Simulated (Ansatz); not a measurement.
# TaF3 (Pm-3m): relaxation of cell and ions in Python

Aim: a relaxation of cell and ions, for TaF3 (Pm-3m), run from a script.

All numbers are computed with Ansatz 0.2.0 through its Python package. Level of theory: DFT PBE, plane waves, PAW.

## Step 1: Starting point

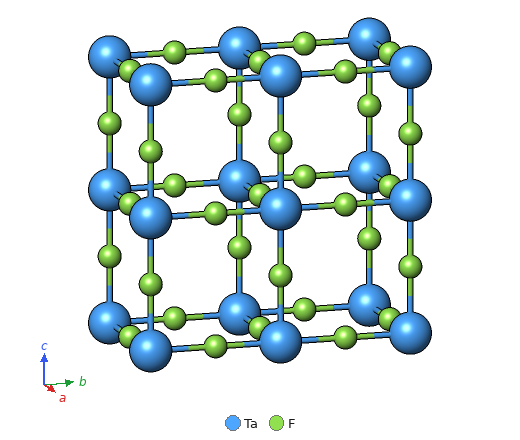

The starting structure, viewed slightly off an axis; tantalum blue, fluorine green. 1×2×2 cells are drawn. Atoms on cell faces are repeated.

taf3.extxyz, read by the script:

```xyz
4
Lattice="4.166646 0.0 0.0 0.0 4.166646 0.0 0.0 0.0 4.166646" Properties=species:S:1:pos:R:3 pbc="T T T"
Ta    0.00000000    0.00000000    0.00000000
F     0.00000000    2.08332300    0.00000000
F     2.08332300    0.00000000    0.00000000
F     0.00000000    0.00000000    2.08332300
```

## Step 2: Script

run_vcrelax.py

```python
'''Cell relaxation of TaF3.'''

import ansatz as az
from ase.data import atomic_numbers
import numpy as np
import spglib

def edges_and_angles(cell):
    cell = np.asarray(cell)
    a, b, c = np.linalg.norm(cell, axis=1)
    cosines = cell[1] @ cell[2] / (b * c), cell[0] @ cell[2] / (a * c), cell[0] @ cell[1] / (a * b)
    return (a, b, c, *np.degrees(np.arccos(cosines)))

crystal = az.Crystal.from_extxyz('taf3.extxyz')

# every cell quantity that the symmetry leaves free
calc = (
    crystal.calculation()
    .kpoints(mesh=(5, 5, 5))
    .occupations('fermi_dirac')
    .relax(cell=True)
    .density_of_states(energy_step=0.1, method='smearing', broadening_width=0.15, projected=True)
)
steps = []


def collect(event):
    if event['event'] == 'relax_step':
        steps.append(event['data'])


result = calc.session().plan().execute(on_event=collect)
summary = result.report
for s in steps:
    flag = '' if s['accepted'] else '  (rejected)'
    print('step %2d  E = %.5f eV  largest force component = %.4f eV/A%s' % (s['step'], s['lagrangian_ev'], s['allowed_force_max_ev_ang'], flag))

first, last = steps[0], steps[-1]
symbols = [site.symbol for site in result.lattice.sites]
print(f'energy gained {first["lagrangian_ev"] - last["lagrangian_ev"]:.4f} eV in {len(steps) - 1} steps')
for label, vectors in (('before', first['cell_ang']), ('after', result.lattice.cell_ang)):
    print(label, 'a b c (A) {:.4f} {:.4f} {:.4f}  angles {:.2f} {:.2f} {:.2f}'.format(*edges_and_angles(vectors)), f' V = {abs(np.linalg.det(vectors)):.3f} A^3')
print('final stress xx yy zz (GPa, compression positive):', np.round(np.diag(summary['stress_gpa']), 3) + 0.0)

change = np.array(last['positions_ang']) @ np.linalg.inv(last['cell_ang']) - np.array(first['positions_ang']) @ np.linalg.inv(first['cell_ang'])
moved = np.linalg.norm(change @ np.array(last['cell_ang']), axis=1)
print('displacement within the cell, strain taken out (A):', ' '.join(f'{s}:{d:.3f}' for s, d in zip(symbols, moved)))

fractions = [site.position_frac for site in result.lattice.sites]
numbers = [atomic_numbers[s] for s in symbols]
for tolerance in (1e-3, 1e-2, 1e-1):
    print(f'space group at {tolerance} A:', spglib.get_spacegroup((result.lattice.cell_ang, fractions, numbers), symprec=tolerance))

print(f'free energy      {summary["free_energy_ev"]:.5f} eV')
print(f'per atom         {summary["free_energy_ev"] / len(result.lattice.sites):.5f} eV')
print(f'SCF iterations   {summary["n_iterations"]}  (converged: {summary["converged"]})')

# d-band centre and width over a window about the Fermi level
dos = result.density_of_states()
energy = np.asarray(dos.energies_ev) - dos.fermi_ev
window = (energy > -12) & (energy < 4)
for index, site in enumerate(result.projected_density_of_states().sites):
    for shell in site.shells:
        if shell.l == 2:
            g = sum(np.sum(part.g_bin_mean_per_ev, axis=0) for part in shell.curves)[window]
            if g.sum() > 1e-6:
                centre = (g * energy[window]).sum() / g.sum()
                width = np.sqrt((g * (energy[window] - centre) ** 2).sum() / g.sum())
                print(f'site {index} {site.species} {shell.label}: centre {centre:.3f} eV, rms width {width:.3f} eV')
```

## Step 3: What the engine is handed

The engine receives this input:

```yaml
crystal:
  lattice:
    - [4.166646, 0.0, 0.0]
    - [0.0, 4.166646, 0.0]
    - [0.0, 0.0, 4.166646]
  atoms:
    - { symbol: Ta, position: [0.0, 0.0, 0.0] }
    - { symbol: F, position: [0.0, 0.5, 0.0] }
    - { symbol: F, position: [0.5, 0.0, 0.0] }
    - { symbol: F, position: [0.0, 0.0, 0.5] }
kpoints:
  mp_grid:
    grid: [5, 5, 5]
scf:
  occupations:
    method: fermi_dirac
relax:
  cell: {}
output:
  dos:
    de: 0.1
    method:
      smearing:
        sigma: 0.15
    projected: true
```

## Step 4: Running it

Started as:

```console
> python run_vcrelax.py
```

The log of the run:

```text
DeckWarning: basis.ecutwfc = 420 eV, auto-derived from the records' recommended cutoffs: set by Ta (normal level)
step  1  E = -12358.57724 eV  largest force component = 0.0000 eV/A
step  2  E = -12358.60169 eV  largest force component = 0.0000 eV/A
step  3  E = -12358.60195 eV  largest force component = 0.0000 eV/A
step  4  E = -12358.59646 eV  largest force component = 0.0000 eV/A
step  5  E = -12358.59687 eV  largest force component = 0.0000 eV/A
step  6  E = -12358.59656 eV  largest force component = 0.0000 eV/A
energy gained 0.0193 eV in 5 steps
before a b c (A) 4.1666 4.1666 4.1666  angles 90.00 90.00 90.00  V = 72.337 A^3
after a b c (A) 4.1258 4.1258 4.1258  angles 90.00 90.00 90.00  V = 70.228 A^3
final stress xx yy zz (GPa, compression positive): [-0.008 -0.008 -0.008]
displacement within the cell, strain taken out (A): Ta:0.000 F:0.000 F:0.000 F:0.000
space group at 0.001 A: Pm-3m (221)
space group at 0.01 A: Pm-3m (221)
space group at 0.1 A: Pm-3m (221)
free energy      -12358.59656 eV
per atom         -3089.64914 eV
SCF iterations   6  (converged: True)
site 0 Ta 5D: centre -0.798 eV, rms width 3.867 eV
```

(Warnings from the package without file and line.)

Run time: 7.5 s. Hardware: 1 thread of Arm Neoverse V1, shared host; peak memory 0.38 GiB.

## Step 5: The run's own record

From the engine's report, whether the script printed it or not:

```csv
item,value
SCF cycles in all,34
k-points solved,10
plane waves,1357
bands,21
valence electrons,34
free energy (eV),-12358.59656
Fermi level (eV),7.691
"lowest empty less highest filled level on the mesh, by band count (eV)",-1.959
pressure (GPa; positive when compressed),-0.01
```

## Step 6: How the relaxation went

Step by step:

| step | E - E(step 1) (eV/cell) | largest force component (eV/Å) | pressure (GPa) | volume (Å³) |
| --- | --- | --- | --- | --- |
| 1 | 0.0000 | 0.0000 | -2.88 | 72.34 |
| 2 | -0.0244 | 0.0000 | -0.11 | 70.41 |
| 3 | -0.0247 | 0.0000 | 0.00 | 70.34 |
| 4 | -0.0192 | 0.0000 | -0.17 | 70.34 |
| 5 | -0.0196 | 0.0000 | 0.00 | 70.23 |
| 6 | -0.0193 | 0.0000 | -0.01 | 70.23 |

Step 1 is the start. Steps 4, 6 each repeat the geometry before them on a plane-wave basis chosen anew, so the energy can jump there without any move.

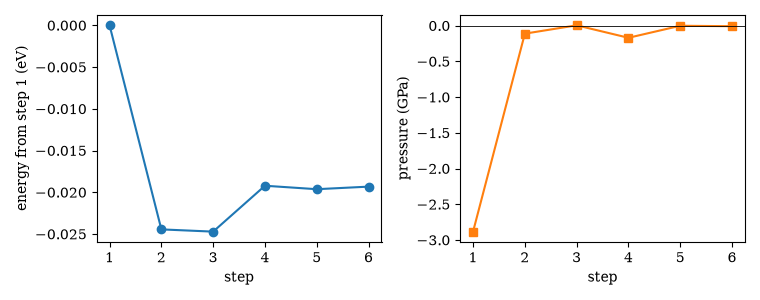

Energy and pressure along the relaxation.

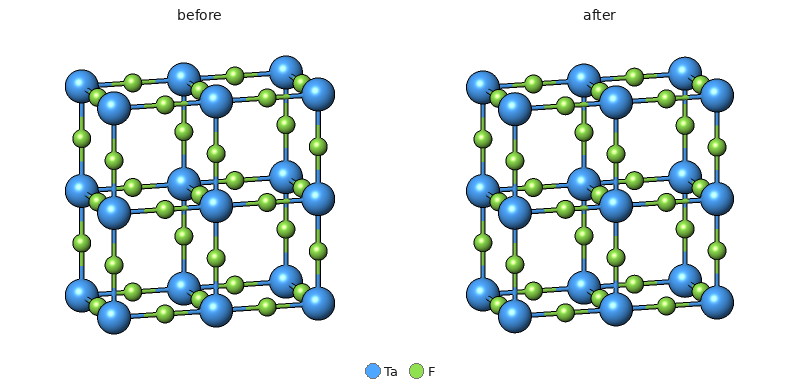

The structure before (left) and after (right) the relaxation, drawn at the same scale. The change is too small to see at this scale.

|  | before | after | change |
| --- | --- | --- | --- |
| a (Å) | 4.167 | 4.126 | -1.0 % |
| b (Å) | 4.167 | 4.126 | -1.0 % |
| c (Å) | 4.167 | 4.126 | -1.0 % |
| volume (Å³/atom) | 18.08 | 17.56 | -2.9 % |
| shortest distance (Å) | 2.083 | 2.063 | -1.0 % |
| space group (0.01 Å) | Pm-3m | Pm-3m | same |

The run keeps the 48 symmetry operations of the start, so it could not have lowered the symmetry.

## Step 7: The density of states that the run wrote

From dos.tsv among the run's results, states per cell in windows of 2 eV from the Fermi level (on a coarse mesh the curve is spiky, and it ends where the bands solved end):

```csv
from,to,states
-10,-8,11.84
-8,-6,3.71
-6,-4,0.00
-4,-2,0.00
-2,0,1.92
0,2,5.15
2,4,2.35
4,6,0.58
```

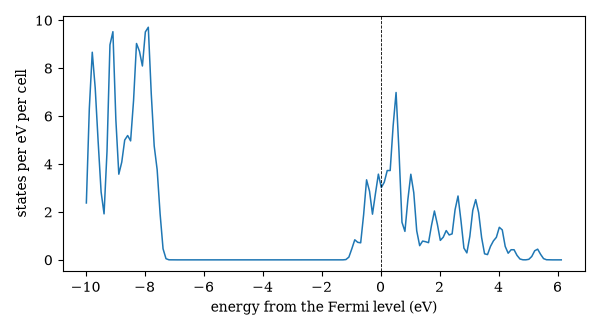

Density of states.

## Step 8: Results

```
                                         quantity                                                                      value
                                      free energy                                        -12358.5966 eV (-3089.6491 eV/atom)
                          moves of the relaxation                                                                          3
energy gained (ahead of the last change of basis)                                                               4.9 meV/atom
                     last largest force component                                                                0.0000 eV/Å
                        relaxed conventional cell  a = 4.126 Å, b = 4.126 Å, c = 4.126 Å, α = 90.00°, β = 90.00°, γ = 90.00°
                           space group at the end                                                                      Pm-3m
```

**Reading.** The volume shrank by 2.9 % over 3 moves, and the space group stayed Pm-3m. Notes:
- Spin is left out of this run.
- Forces vanish by symmetry, so the ions can't move, and the end may be a saddle.
- The mesh is modest for a metal, so energies can be off by several to tens of meV an atom and pressures by half a GPa or more; differences at equal mesh fare better.
- Projections exist only for the shells that the potentials hold, some of them semicore, and samples at single energies can miss narrow peaks.
- Energies along a relaxation are free energies. Rows at an unchanged volume are solved on a plane-wave basis chosen afresh for that cell, so the energy jumps there and such rows are no steps of the walk.
- Spin-orbit coupling, which matters for elements this heavy, is left out.
- No functional is typed, so the default, PBE, holds.
- The structure comes from a database of computed cells and needn't be a stable or known phase.
- The computed bands are complete only to about 1.8 eV above the Fermi level; beyond that the density of states is undercounted.
- A band centre counts only the states inside the window taken.
